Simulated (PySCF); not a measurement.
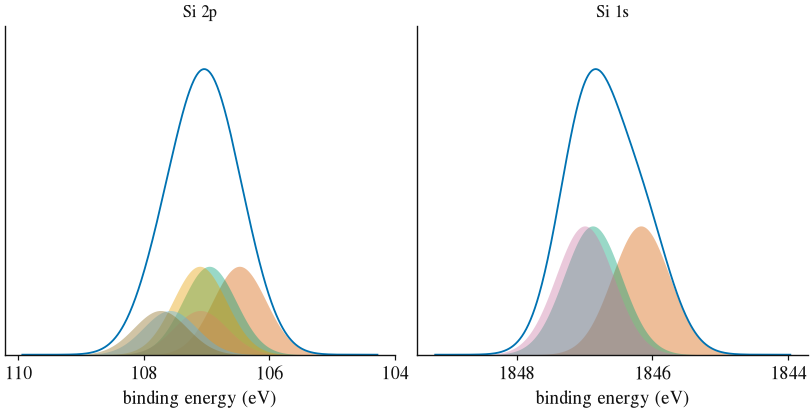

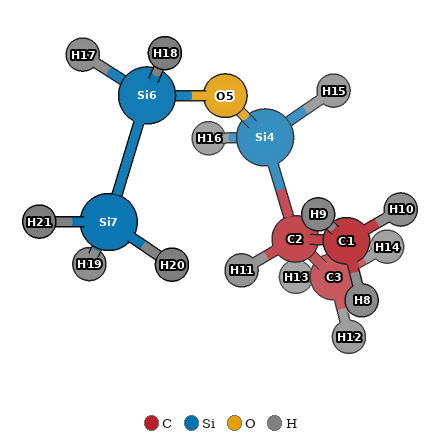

Simulated XPS of C₃H₁₄OSi₃, SMILES CC(C)[SiH2]O[SiH2][SiH3]. Vertical core-electron binding energies by ΔSCF (SCAN, pcX-2 on the ionised atom, pcseg-1 elsewhere, spin-free X2C; PySCF, at a PBE0-D3(BJ)/def2-SVP geometry (no frequency check)), gas phase, against the vacuum level. One atom of each kind was ionised; within a panel, areas follow the number of like atoms and 2j + 1 (2p levels are split by first-order spin-orbit coupling, an approximation), each panel is scaled alone, Gaussians of 1.0 eV full width. Only the regions named are shown. Lines closer than the width merge in the curve. The order of lines from different atoms under 0.3 eV apart is within the error of the method.

**Assign the components.**

```tsv
level	atoms	binding energy (eV)
Si 2p1/2	Si6	107.7
Si 2p1/2	Si4	107.6
Si 2p3/2	Si6	107.1
Si 2p1/2	Si7	107.1
Si 2p3/2	Si4	107.0
Si 2p3/2	Si7	106.5
Si 1s	Si6	1847.0
Si 1s	Si4	1846.9
Si 1s	Si7	1846.2
```

**How large is the chemical shift across the Si 2p region?**

0.6 eV, from Si7 at 106.5 eV to Si6 at 107.1 eV.

Note: one conformer of a flexible molecule.
